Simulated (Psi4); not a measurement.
**Run report: CH$_{3}$OSi, frequency calculation (part 2 of 2)**

CH$_{3}$OSi, multiplicity 2; MP2/6-31G**, UHF (Psi4 1.11). The geometry was optimised with mp2/6-31G**.

Geometry of the input (Å):
```
O  -0.8024  -1.5014  0.9437
C  -0.3290  -0.9916  -0.0261
Si 0.5031  0.7778  0.0221
H  -0.3518  -1.5074  -1.0148
H  -0.0822  1.6204  -1.0428
H  0.3158  1.3804  1.3529
```

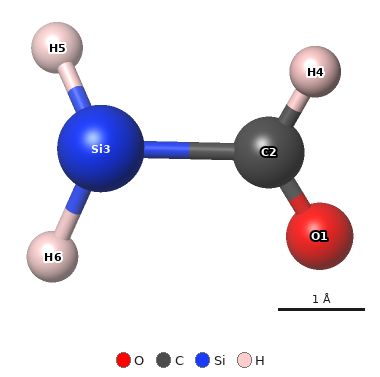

The structure (ball-and-stick view, seen on its broad side; atoms are numbered from 1 in the order of the input).

## Log, continued
```
  Module DFOCC Options:
  ----------------------------------------------------------------------------
  ACTIVE                        => (empty)
  BASIS_RELATIVISTIC            => (empty)
  BENCH                         => (empty)
  CC_DIIS_MAX_VECS              => (empty)
  CC_DIIS_MIN_VECS              => (empty)
  CC_LAMBDA                     => (empty)
  CC_MAXITER                    => (empty)
  CC_TYPE                       => (empty)
  CHOLESKY                      => (empty)
  CHOLESKY_TOLERANCE            => (empty)
  CI_TYPE                       => (empty)
  COMPUT_S2                     => (empty)
  CUBEPROP_BASIS_FUNCTIONS      => (empty)
  CUBEPROP_FILEPATH             => (empty)
  CUBEPROP_ISOCONTOUR_THRESHOLD => (empty)
  CUBEPROP_ORBITALS             => (empty)
  CUBEPROP_TASKS                => (empty)
  CUBIC_BASIS_TOLERANCE         => (empty)
  CUBIC_BLOCK_MAX_POINTS        => (empty)
  CUBIC_GRID_OVERAGE            => (empty)
  CUBIC_GRID_SPACING            => (empty)
  CUTOFF                        => (empty)
  DDX                           => (empty)
  DEBUG                         => (empty)
  DERTYPE                       => FIRST           !
  DF_BASIS_CC                   => (empty)
  DIE_IF_NOT_CONVERGED          => (empty)
  DKH_ORDER                     => (empty)
  DOCC                          => (empty)
  DO_DIIS                       => (empty)
  DO_LEVEL_SHIFT                => (empty)
  DO_SCS                        => FALSE           !
  DO_SOS                        => FALSE           !
  E3_SCALE                      => (empty)
  EKT_IP                        => (empty)
  EXTERNAL_POTENTIAL_SYMMETRY   => (empty)
  E_CONVERGENCE                 => 1e-08           !
  FREEZE_CORE                   => 1               !
  FREEZE_CORE_POLICY            => (empty)
  FROZEN_DOCC                   => (empty)
  FROZEN_UOCC                   => (empty)
  HESS_TYPE                     => (empty)
  INTEGRAL_CUTOFF               => (empty)
  INTEGRAL_PACKAGE              => (empty)
  LEVEL_SHIFT                   => (empty)
  LINEQ_SOLVER                  => (empty)
  LITERAL_CFOUR                 => (empty)
  LS_THC_BASIS_TOLERANCE        => (empty)
  LS_THC_DF                     => (empty)
  LS_THC_PRUNING_SCHEME         => (empty)
  LS_THC_RADIAL_POINTS          => (empty)
  LS_THC_SPHERICAL_POINTS       => (empty)
  LS_THC_S_EPSILON              => (empty)
  LS_THC_WEIGHTS_TOLERANCE      => (empty)
  MAT_NUM_COLUMN_PRINT          => (empty)
  MAX_MOGRAD_CONVERGENCE        => (empty)
  MAX_RADIAL_MOMENT             => (empty)
  MBIS_D_CONVERGENCE            => (empty)
  MBIS_MAXITER                  => (empty)
  MBIS_PRUNING_SCHEME           => (empty)
  MBIS_RADIAL_POINTS            => (empty)
  MBIS_SPHERICAL_POINTS         => (empty)
  MOLDEN_WITH_VIRTUAL           => (empty)
  MOLDEN_WRITE                  => (empty)
  MO_DIIS_NUM_VECS              => (empty)
  MO_MAXITER                    => (empty)
  MO_STEP_MAX                   => (empty)
  MP2_AMP_TYPE                  => (empty)
  MP2_OS_SCALE                  => (empty)
  MP2_SOS_SCALE                 => (empty)
  MP2_SOS_SCALE2                => (empty)
  MP2_SS_SCALE                  => (empty)
  MP2_TYPE                      => (empty)
  MP_TYPE                       => (empty)
  NAT_ORBS                      => FALSE           !
  NUM_FROZEN_DOCC               => (empty)
  NUM_FROZEN_UOCC               => (empty)
  NUM_GPUS                      => (empty)
  OCC_ORBS_PRINT                => (empty)
  OEPROP                        => (empty)
  OO_SCALE                      => (empty)
  OPT_METHOD                    => (empty)
  ORBITAL_OPTIMIZER_PACKAGE     => (empty)
  ORB_OPT                       => FALSE           !
  ORB_RESP_SOLVER               => (empty)
  ORTH_TYPE                     => (empty)
  PARENT_SYMMETRY               => (empty)
  PCG_BETA_TYPE                 => (empty)
  PCG_CONVERGENCE               => (empty)
  PCG_MAXITER                   => (empty)
  PCM                           => (empty)
  PE                            => (empty)
  PPL_TYPE                      => (empty)
  PRINT                         => (empty)
  PRINT_NOONS                   => (empty)
  PROPERTIES                    => (empty)
  PROPERTIES_ORIGIN             => (empty)
  PUREAM                        => (empty)
  QCHF                          => (empty)
  QC_MODULE                     => (empty)
  RAS1                          => (empty)
  RAS2                          => (empty)
  RAS3                          => (empty)
  RAS4                          => (empty)
  READ_SCF_3INDEX               => (empty)
  REGULARIZATION                => (empty)
  REG_PARAM                     => (empty)
  RELATIVISTIC                  => (empty)
  REMP_A                        => (empty)
  RESTRICTED_DOCC               => (empty)
  RESTRICTED_UOCC               => (empty)
  RMS_MOGRAD_CONVERGENCE        => (empty)
  R_CONVERGENCE                 => (empty)
  SCF_TYPE                      => DISK_DF         !
  SCREENING                     => (empty)
  SCS_TYPE                      => (empty)
  SOCC                          => (empty)
  SOS_TYPE                      => (empty)
  TRIPLES_IABC_TYPE             => (empty)
  WFN                           => (empty)
  WFN_TYPE                      => DF-OMP2         !
  WRITER_FILE_LABEL             => (empty)
  ZORA_BASIS_TOLERANCE          => (empty)
  ZORA_NR_DEBUG                 => (empty)
  ZORA_PRUNING_SCHEME           => (empty)
  ZORA_RADIAL_POINTS            => (empty)
  ZORA_SPHERICAL_POINTS         => (empty)

	Warning: cc_lambda option is changed to TRUE
	For this residual convergence, default PCG convergence is:     1.00e-07
	For this energy convergence, default residual convergence is:     3.16e-07

 ==============================================================================
 ==============================================================================
 ==============================================================================

                       DF-MP2

 ==============================================================================
 ==============================================================================
 ==============================================================================

	MO spaces...

	 FC   AOCC   BOCC  AVIR   BVIR   FV
	------------------------------------------
	  7     9     8    48     49     0
	Reading DF integrals from disk ...
	Number of basis functions in the DF-HF basis: 367
	Number of basis functions in the DF-CC basis: 230

	Minimum required memory for amplitudes:      4.27 MB

	Computing DF-MP2 energy using SCF MOs (Canonical DF-MP2)...
	=======================================================================
	Nuclear Repulsion Energy (a.u.)    :    88.27919475553789
	DF-HF Energy (a.u.)                :  -403.32537803680555
	REF Energy (a.u.)                  :  -403.32537803680555
	Alpha-Alpha Contribution (a.u.)    :    -0.04729465842006
	Alpha-Beta Contribution (a.u.)     :    -0.28842854168896
	Beta-Beta Contribution (a.u.)      :    -0.04389097945399
	Scaled_SS Correlation Energy (a.u.):    -0.03039521262468
	Scaled_OS Correlation Energy (a.u.):    -0.34611425002676
	DF-SCS-MP2 Total Energy (a.u.)     :  -403.70188749945697
	DF-SOS-MP2 Total Energy (a.u.)     :  -403.70033514100118
	DF-SCS(N)-MP2 Total Energy (a.u.)  :  -403.48586475946388
	DF-MP2 Correlation Energy (a.u.)   :    -0.37961417956301
	DF-MP2 Total Energy (a.u.)         :  -403.70499221636857
	=======================================================================

	Computing unrelaxed response density matrices...

	Forming independent-pairs...
	Number of alpha independent-pairs:768
	Number of beta independent-pairs :735
	Computing the generalized Fock matrix (GFM)...
	Computing the orbital gradient...
	Forming effective orbital gradient...
	Solving orbital Z-vector equations...

	            PCG Solver
	   ------------------------------
	Iter     RMS Z Vector        RMS Residual
	----    ---------------    ---------------
	  1         1.62e-03         2.48e-03
	  2         4.03e-03         2.15e-03
	  3         7.14e-03         1.87e-03
	  4         1.88e-03         8.85e-04
	  5         8.73e-04         2.87e-04
	  6         2.06e-04         1.24e-04
	  7         1.00e-04         6.21e-05
	  8         6.99e-05         3.38e-05
	  9         4.50e-05         1.94e-05
	 10         2.59e-05         1.29e-05
	 11         1.19e-05         5.24e-06
	 12         3.91e-06         2.04e-06
	 13         1.47e-06         6.05e-07
	 14         3.57e-07         2.15e-07
	 15         1.37e-07         8.14e-08
	 16         4.85e-08         2.62e-08

	Computing the relaxed PDMs and GFM...

	total time  =          1 seconds =       0.02 minutes

	Forming Gamma^tilde...
	Backtransforming OPDM, TPDM, and GFM to the AO basis...

	total time  =          0 seconds =       0.00 minutes
    Molecular point group: c1
    Full point group: C1

    Geometry (in Bohr), charge = 0, multiplicity = 2:

       Center              X                  Y                   Z
    ------------   -----------------  -----------------  -----------------
         O           -1.425821516083    -2.432106032563     1.312189245740
         C           -0.531194932674    -1.468666962021    -0.520542739774
         SI           1.041280191390     1.874982319020    -0.429399359017
         H           -0.574316593130    -2.443480294112    -2.388794017542
         H           -0.064842650255     3.467314685210    -2.441849968241
         H            0.687196538085     3.013661362354     2.123261588513

  -Total gradient:
     Atom            X                  Y                   Z
    ------   -----------------  -----------------  -----------------
       1       -0.000095413666    -0.000075119582     0.000184748486
       2        0.000170659503     0.000143523206    -0.000154420849
       3        0.000550371543    -0.002307047128    -0.006011902477
       4       -0.000021294668     0.000000335622     0.000016176975
       5        0.000109575754    -0.000169271530    -0.000224070306
       6       -0.000713898467     0.002407579412     0.006189468172
```

## Standard output
```
---------------------
  #    meV     cm^-1
---------------------
  0    2.2i     17.4i
  1    0.7i      6.0i
  2    0.2i      2.0i
  3    0.1i      1.1i
  4    0.8       6.4
  5    3.4      27.2
  6    4.2      34.2
  7   37.2     300.3
  8   65.0     524.3
  9   73.6     593.6
 10   93.8     756.7
 11  116.8     942.1
 12  123.4     995.4
 13  179.1    1444.4
 14  285.6    2303.2
 15  291.3    2349.1
 16  338.6    2731.0
 17  369.1    2977.3
---------------------
Zero-point energy: 0.991 eV
```

## Summary

```tsv
quantity	value
outcome	converged
total energy	−403.705111 hartree
SCF energy	−403.325503 hartree
MP2 energy	−403.705111 hartree
correlation energy	−0.379607 hartree
basis functions	64
⟨S²⟩	0.798
hardware	1 thread of AMD EPYC (Zen 5), 16 GiB of memory available, shared host
wall time	72 s
peak memory	0.79 GiB
```
